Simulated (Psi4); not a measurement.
**CH3BFNO (SMILES NC1(F)BO1) at MP3/6-31G(d) (spherical functions)**

Aim: the vertical ionisation energy of CH3BFNO at MP3/6-31G* (spherical functions), from 2 runs. 

The calculation is run with Psi4 1.11.

4 further runs of the same task are left out: 3 that didn't finish, 1 set aside as unsound or not needed.

**1. The structure to begin with**

CH3BFNO: 8 atoms, total charge 0, spin state singlet. As SMILES, `NC1(F)BO1`. The coordinates come from a PBE0-D4/def2-TZVP relaxation. This is one conformer, not always the lowest.

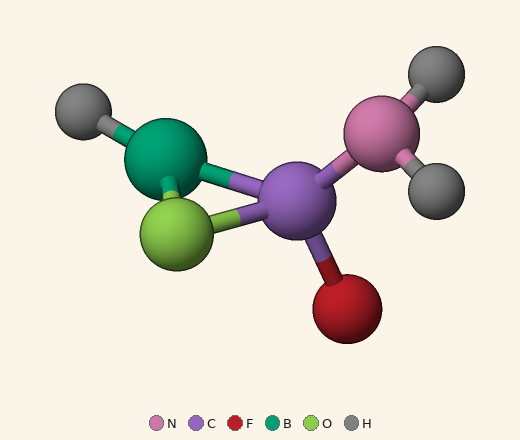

The structure, seen from a chosen angle (nitrogen pink, carbon purple, fluorine red, boron teal, oxygen green, hydrogen grey).

**2. The energy at MP3/6-31G(d) (spherical functions)**

Input file job.json:

```json
{
  "schema_name": "qcschema_input",
  "schema_version": 1,
  "molecule": {
    "schema_name": "qcschema_molecule",
    "schema_version": 2,
    "symbols": ["N", "C", "F", "B", "O", "H", "H", "H"],
    "geometry": [-0.81447196, 2.17016148, 0.34884344, 0.10223418, -0.11565124, -0.54726469, 0.23073556, -0.25076666, -3.13373283, 0.63797154, -2.47024999, 0.97339793, 2.54527212, -0.89384046, 0.48244708, -2.72026076, 2.21116854, 0.3994881, -0.14229638, 3.66909224, -0.63532592, 0.33485947, -4.42781728, 2.00670017],
    "molecular_charge": 0,
    "molecular_multiplicity": 1,
    "fix_symmetry": "c1",
    "fix_com": true,
    "fix_orientation": true
  },
  "driver": "energy",
  "model": {
    "method": "mp3",
    "basis": "6-31G*"
  },
  "keywords": {
    "reference": "rhf",
    "puream": true,
    "e_convergence": 1e-09,
    "d_convergence": 1e-08,
    "scf_type": "pk",
    "num_frozen_docc": 5,
    "mp_type": "conv"
  }
}
```

Run with:

```bash
$ psi4 --qcschema job.json -n 1 --memory 2200MB
```

stdout:

```text
[...]
  Running in c1 symmetry.
[...]
  Nuclear repulsion =  167.411286307521351
[...]
  Multiplicity = 1
[...]
  Nalpha       = 19
  Nbeta        = 19
[...]
    Number of basis functions: 76
[...]
   @RHF iter   1:  -292.91740678588292   -6.72577e-01   6.41923e-03 DIIS/ADIIS
[...]
   @RHF iter  13:  -293.02462849064943   -1.59162e-12   4.26565e-09 DIIS
[...]
    Orbital Energies [Eh]
    ---------------------
    Doubly Occupied:
       1A    -26.288258     2A    -20.597195     3A    -15.570719
       4A    -11.386028     5A     -7.648267     6A     -1.609469
       7A     -1.416795     8A     -1.211389     9A     -0.873629
      10A     -0.765557    11A     -0.729826    12A     -0.706756
      13A     -0.671144    14A     -0.644707    15A     -0.618206
      16A     -0.557928    17A     -0.528960    18A     -0.444602
      19A     -0.422308
[...]
  @RHF Final Energy:  -293.02462849064943
   => Energetics <=
    Nuclear Repulsion Energy =            167.4112863075213511
    One-Electron Energy =                -735.4883456038691065
    Two-Electron Energy =                 275.0524308056983500
    Total Energy =                       -293.0246284906494338
[...]
 Multipole Moments:
 ------------------------------------------------------------------------------------
     Multipole            Electronic (a.u.)      Nuclear  (a.u.)        Total (a.u.)
 ------------------------------------------------------------------------------------
 L = 1.  Multiply by 2.5417464519 to convert [e a0] to [Debye]
 Dipole X            :        -18.9345442           18.0130584           -0.9214858
 Dipole Y            :          5.8654095           -5.8092072            0.0562024
 Dipole Z            :         18.7581552          -18.5478509            0.2103043
 Magnitude           :                                                    0.9468488
[...]
	SCS-MP2 Total Energy (a.u.)        :  -293.70819039243838
	SOS-MP2 Total Energy (a.u.)        :  -293.69650934501345
[...]
	SOS-PI-MP2 Total Energy (a.u.)     :  -293.74819248765681
[...]
	MP2 Total Energy (a.u.)            :  -293.73155248728835
[...]
	SCS-MP3 Total Energy (a.u.)        :  -293.71093508442340
[...]
	MP3 Total Energy (a.u.)            :  -293.74253125522841
[...]
```

The result, in JSON:

```text
{
 "driver": "energy",
 "model": {
  "method": "mp3",
  "basis": "6-31G*"
 },
 "success": true,
 "return_result": -293.7425312552284,
 "properties": {
  "calcinfo_nbasis": 76,
  "calcinfo_nmo": 76,
  "calcinfo_nalpha": 19,
  "calcinfo_nbeta": 19,
  "calcinfo_natom": 8,
  "nuclear_repulsion_energy": 167.41128630752135,
  "return_energy": -293.7425312552284,
  "scf_one_electron_energy": -735.4883456038691,
  "scf_two_electron_energy": 275.05243080569835,
  "scf_dipole_moment": [-0.9214857623198007, 0.05620238118235843, 0.21030430495086705],
  "scf_total_energy": -293.02462849064943,
  "scf_iterations": 13,
  "mp2_same_spin_correlation_energy": -0.19009257020503942,
  "mp2_opposite_spin_correlation_energy": -0.5168314264338585,
  "mp2_singles_energy": 0.0,
  "mp2_doubles_energy": -0.7069239966388978,
  "mp2_correlation_energy": -0.7069239966389205,
  "mp2_total_energy": -293.73155248728835
 }
}
```

Run time: 8.7 s. Hardware: 1 thread of AMD EPYC 7R43 (Zen 3), shared host; peak memory 0.38 GiB.

**3. The doublet cation**

Input file run.py:

```python
import psi4

psi4.set_memory(2200000000)
psi4.set_num_threads(1)
psi4.core.set_output_file('ch3bfno.out', False)

mol = psi4.geometry("""
1 2
N     -0.431000     1.148400     0.184600
C      0.054100    -0.061200    -0.289600
F      0.122100    -0.132700    -1.658300
B      0.337600    -1.307200     0.515100
O      1.346900    -0.473000     0.255300
H     -1.439500     1.170100     0.211400
H     -0.075300     1.941600    -0.336200
H      0.177200    -2.343100     1.061900
symmetry c1
no_reorient
no_com
""")

options = {'basis': '6-31G*', 'reference': 'uhf', 'puream': True, 'e_convergence': 1e-09, 'd_convergence': 1e-08, 'scf_type': 'pk', 'num_frozen_docc': 5, 'maxiter': 100, 'mp_type': 'conv'}
psi4.set_options(options)

E = psi4.energy("mp3")
print(f'total energy {E:.8f} hartree = {E * 27.211386:.5f} eV')
```

Run with:

```bash
$ python run.py
```

ch3bfno.out:

```text
[...]
  Running in c1 symmetry.
[...]
  Nuclear repulsion =  167.411286225685387
[...]
  Multiplicity = 2
[...]
  Nalpha       = 19
  Nbeta        = 18
[...]
    Number of basis functions: 76
[...]
   @UHF iter   1:  -292.49704542291096   -2.52216e-01   7.27902e-03 DIIS/ADIIS
[...]
   @UHF iter  23:  -292.65568579611471   -3.12639e-12   5.77442e-09 DIIS
[...]
   @S^2 Observed:                7.694423559E-01
[...]
    Orbital Energies [Eh]
    ---------------------
    Alpha Occupied:
       1A    -26.573720     2A    -20.946424     3A    -15.811889
       4A    -11.730046     5A     -7.974579     6A     -1.891423
       7A     -1.761245     8A     -1.472062     9A     -1.203848
      10A     -1.069131    11A     -1.012810    12A     -1.000397
      13A     -0.951282    14A     -0.909132    15A     -0.894394
      16A     -0.852692    17A     -0.843448    18A     -0.775194
      19A     -0.683761
    Alpha Virtual:
      20A     -0.140670    21A     -0.028814    22A      0.022306
      23A      0.030579    24A      0.074774    25A      0.088573
[...]
  @UHF Final Energy:  -292.65568579611471
   => Energetics <=
    Nuclear Repulsion Energy =            167.4112862256853873
    One-Electron Energy =                -724.6224199888093835
    Two-Electron Energy =                 264.5554479670093428
    Total Energy =                       -292.6556857961147102
  UHF NO Occupations:
  HONO-2 :   17  A 1.9992923
  HONO-1 :   18  A 1.9923856
[...]
 Multipole Moments:
 ------------------------------------------------------------------------------------
     Multipole            Electronic (a.u.)      Nuclear  (a.u.)        Total (a.u.)
 ------------------------------------------------------------------------------------
 L = 1.  Multiply by 2.5417464519 to convert [e a0] to [Debye]
 Dipole X            :        -18.4046663           18.0130584           -0.3916079
 Dipole Y            :          5.0451915           -5.8092071           -0.7640156
 Dipole Z            :         18.8746060          -18.5478509            0.3267551
 Magnitude           :                                                    0.9186106
[...]
	SCS-MP2 Total Energy (a.u.)        :  -293.31834844232719
	SOS-MP2 Total Energy (a.u.)        :  -293.30613344224673
[...]
	SOS-PI-MP2 Total Energy (a.u.)     :  -293.35616787656460
[...]
	MP2 Total Energy (a.u.)            :  -293.34277844248805
[...]
	SCS-MP3 Total Energy (a.u.)        :  -293.32064863028069
[...]
	MP3 Total Energy (a.u.)            :  -293.35197919430198
[...]
```

On the terminal:

```text
total energy -293.35197919 hartree = -7982.51394 eV
```

It took 14 s on 1 thread of AMD EPYC 7R43 (Zen 3), shared host; peak memory 0.4 GiB.

**4. Summary of results**

At MP3/6-31G* (spherical functions), 5 core orbitals frozen:

| quantity | value |
| --- | --- |
| singlet CH3BFNO: total energy | -293.74253 Eh |
| singlet CH3BFNO: HOMO energy (Hartree–Fock orbitals) | -11.49 eV |
| singlet CH3BFNO: LUMO energy (Hartree–Fock orbitals) | 3.64 eV |
| singlet CH3BFNO: HOMO–LUMO gap (Hartree–Fock orbitals) | 15.13 eV |
| singlet CH3BFNO: correlation energy (5 core orbitals frozen) | -717.9 mEh |
| doublet cation: total energy | -293.35198 Eh |
| doublet cation: HOMO energy (Hartree–Fock orbitals) (highest over α and β) | -18.56 eV |
| doublet cation: LUMO energy (Hartree–Fock orbitals) (lowest over α and β) | -8.60 eV |
| doublet cation: correlation energy (5 core orbitals frozen) | -696.3 mEh |
| doublet cation: ⟨S²⟩ of the reference determinant | 0.769 |
| vertical ionisation energy (to the doublet cation) | 10.627 eV |

**Reading.** Removing an electron at fixed nuclei costs 10.63 eV (1025 kJ/mol).
